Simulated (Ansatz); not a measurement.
# CH6AlFSi (SMILES C[SiH2][AlH][F]): B2PLYP/6-31G(d) (spherical functions)

Aim: the vertical singlet–triplet gap of CH6AlFSi at B2PLYP/6-31G* (spherical functions), from 2 runs. 

Program for the calculation: Ansatz 0.2.0.

128 further runs of the same task are left out: 128 set aside as unsound or not needed.

## Step 1: The structure to begin with

CH6AlFSi: 10 atoms, total charge 0, spin state singlet. SMILES: `C[SiH2][AlH][F]`. The coordinates come from a PBE0-D4/def2-TZVP relaxation. This is one conformer, not always the lowest.

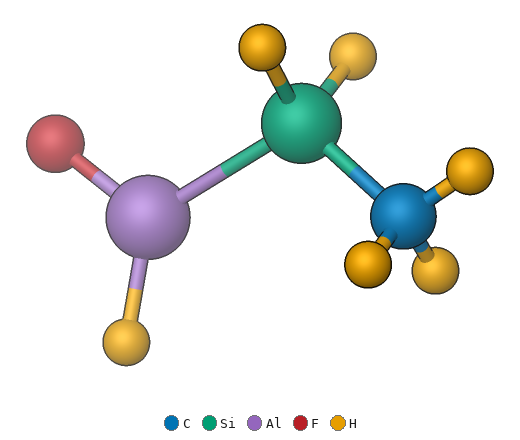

Viewed from a chosen angle; carbon blue, silicon teal, aluminium purple, fluorine red, hydrogen amber.

## Step 2: The energy at B2PLYP/6-31G(d) (spherical functions)

run.yaml

```yaml
basis:
  gaussian:
    orbitals: 6-31G_st_-spherical.json
crystal:
  periodic: [false, false, false]
  atoms:
    - {symbol: C, position_ang: [0.209300, 1.522100, -0.549700]}
    - {symbol: Si, position_ang: [-0.487300, 0.185700, 0.578100]}
    - {symbol: Al, position_ang: [0.320500, -2.061900, 0.018500]}
    - {symbol: F, position_ang: [-0.271300, -3.324400, 0.910100]}
    - {symbol: H, position_ang: [-0.171000, 2.504900, -0.262800]}
    - {symbol: H, position_ang: [-0.069900, 1.340800, -1.589900]}
    - {symbol: H, position_ang: [1.299800, 1.551100, -0.495300]}
    - {symbol: H, position_ang: [-1.978700, 0.198000, 0.509600]}
    - {symbol: H, position_ang: [-0.129200, 0.490400, 1.995500]}
    - {symbol: H, position_ang: [1.361100, -2.457900, -1.111000]}
hamiltonian:
  xc: {name: B2PLYP}
correlation:
  frozen_orbitals: {Al: 5, C: 1, F: 1, H: 0, Si: 5}
accuracy: high
output:
  orbitals: {seedname: orbitals}
```

The basis set 6-31G* is read from a file made from the Basis Set Exchange's data (not shown).

Command:

```sh
$ ansatz run run.yaml --threads 1 --pin off --max-ram 3480MiB --events-out events.jsonl --progress --plain --runs-dir runs
```

Standard output:

```text
Warning: RAYON_NUM_THREADS=1 ignored (pool sized by the plan → 1); use --threads N
Functional definition: B2PLYP
  name "B2PLYP"
  parameter a = 0.53
  parameter c = 0.27
  exchange = (1 - a)*b88_x + a*exact_x
  correlation = (1 - c)*lyp_c + c*(mp2_os + mp2_ss)
1733 factors; integrals over basis functions are off by at most 7.2e-9 eV
mean field evaluation 1: about -18308.4891 eV, gradient 4.2e1 eV
mean field evaluation 2: about -18308.8788 eV, gradient 4.2e1 eV
mean field evaluation 4: about -18312.3893 eV, gradient 4.2e0 eV
mean field evaluation 8: about -18312.4389 eV, gradient 1.2e-1 eV
mean field evaluation 16: about -18312.4389 eV, gradient 5.4e-5 eV
mean field -18312.43892128 eV, -672.9697177402 hartree, gradient 1.5e-8 eV, S^2 0.000000; 0 other end points of the search recorded, 0 dependent functions left out
12 core orbitals not correlated: weight in the atoms' cores, before any rotation towards them, 1.000 or more for the frozen orbitals, at most 0.000 for the correlated occupied ones
reference -18312.43895068 eV, -672.9697188205 hartree; 12, 12 occupied and 52, 52 virtual orbitals, 1733 factors
second order -14.50773882 eV of doubles, -0.00000000 eV of singles
Total energy: -18316.35604016 eV, -673.1136692038 hartree
```

Wall time 13 s (1 thread of Arm Neoverse V1, shared host); peak memory 0.25 GiB.

## Step 3: The triplet at the same level

input.yaml

```yaml
crystal:
  periodic: [false, false, false]
  atoms:
    - {symbol: C, position_ang: [0.209300, 1.522100, -0.549700]}
    - {symbol: Si, position_ang: [-0.487300, 0.185700, 0.578100]}
    - {symbol: Al, position_ang: [0.320500, -2.061900, 0.018500]}
    - {symbol: F, position_ang: [-0.271300, -3.324400, 0.910100]}
    - {symbol: H, position_ang: [-0.171000, 2.504900, -0.262800]}
    - {symbol: H, position_ang: [-0.069900, 1.340800, -1.589900]}
    - {symbol: H, position_ang: [1.299800, 1.551100, -0.495300]}
    - {symbol: H, position_ang: [-1.978700, 0.198000, 0.509600]}
    - {symbol: H, position_ang: [-0.129200, 0.490400, 1.995500]}
    - {symbol: H, position_ang: [1.361100, -2.457900, -1.111000]}
basis:
  gaussian: {orbitals: 6-31G_st_-spherical.json}
magnetization: {spin_polarized: true, initial_magnetization: 2}
hamiltonian: {xc: {name: B2PLYP}}
correlation: {frozen_orbitals: {Al: 5, C: 1, F: 1, H: 0, Si: 5}}
accuracy: high
output: {orbitals: {seedname: orbitals}}
```

The basis set 6-31G* is read from a file made from the Basis Set Exchange's data (not shown).

Command:

```sh
$ ansatz run input.yaml --threads 1 --pin off --max-ram 3480MiB --events-out events.jsonl --progress --plain --runs-dir runs
```

Standard output, cut to the lines that bear on the results:

```text
Warning: RAYON_NUM_THREADS=1 ignored (pool sized by the plan → 1); use --threads N
Functional definition: B2PLYP
  name "B2PLYP"
[...]
1732 factors; integrals over basis functions are off by at most 7.2e-9 eV
[...]
mean field -18308.17135182 eV, -672.8128874551 hartree, gradient 9.7e-8 eV, S^2 2.004380; 0 other end points of the search recorded, 0 dependent functions left out
12 core orbitals not correlated: weight in the atoms' cores, before any rotation towards them, 1.000 or more for the frozen orbitals, at most 0.000 for the correlated occupied ones
reference -18308.17138113 eV, -672.8128885323 hartree; 13, 11 occupied and 51, 53 virtual orbitals, 1732 factors
second order -14.42415724 eV of doubles, -0.00000000 eV of singles
Total energy: -18312.06590359 eV, -672.9560095928 hartree
```

It took 20 s on 1 thread of Arm Neoverse V1, shared host; peak memory 0.38 GiB.

## Step 4: Results

Level: B2PLYP/6-31G* (spherical functions), 12 core orbitals frozen.

| quantity | value |
| --- | --- |
| singlet: total energy | -673.11367 Eh |
| singlet: HOMO energy (SCF part's orbitals) | -8.38 eV |
| singlet: LUMO energy (SCF part's orbitals) | -0.41 eV |
| singlet: HOMO–LUMO gap (SCF part's orbitals) | 7.97 eV |
| triplet: total energy | -672.95601 Eh |
| triplet: HOMO energy (SCF part's orbitals) (highest over α and β) | -4.13 eV |
| triplet: ⟨S²⟩ | 2.004 |
| vertical energy of the triplet above the singlet | 4.290 eV |

At this shape the triplet lies 4.29 eV (414 kJ/mol) above the singlet.
